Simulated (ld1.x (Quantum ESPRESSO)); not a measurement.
```
Element                 : Fe (Z = 26)
Generator               : ld1.x (Quantum ESPRESSO) 7.5
Type                    : norm-conserving Troullier–Martins (semilocal form)
Functional              : LDA (PZ)
Relativity              : scalar-relativistic
Frozen core             : [Ar]
Valence charge          : 8
Reference configuration : 3d6 4s0 4p0 (charge +2)
Partial waves           : 4s (bound, empty): rc 1.60 bohr; 3d (bound): rc 1.65 bohr; 4p (bound, empty): rc 1.95 bohr
Local potential         : the p channel
Core correction         : none
```

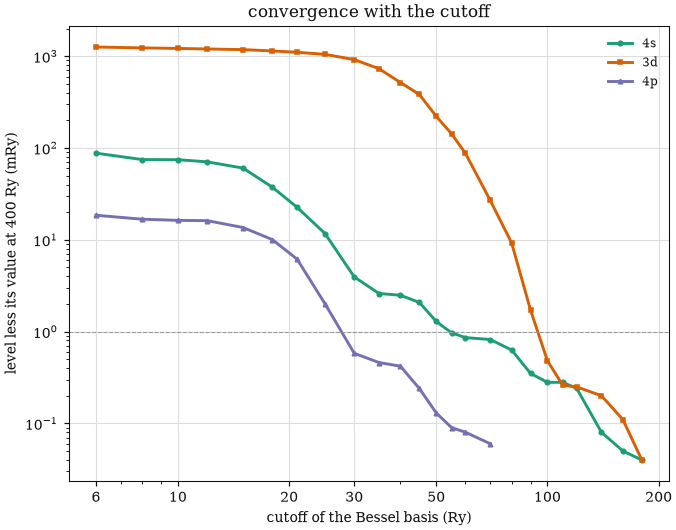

The pseudo-atom Hamiltonian at the reference potential is diagonalised in spherical Bessel functions (20 bohr box) up to the cutoff. Curves: distance of each valence level from its value at 400 Ry.

What cutoffs are needed for 10 mRy and 1 mRy in the sum of levels?

100 Ry and 160 Ry, on the ladder of cutoffs that was run.

At which cutoff does each level come within 1 mRy for good?

4s: 55 Ry; 3d: 100 Ry; 4p: 30 Ry.
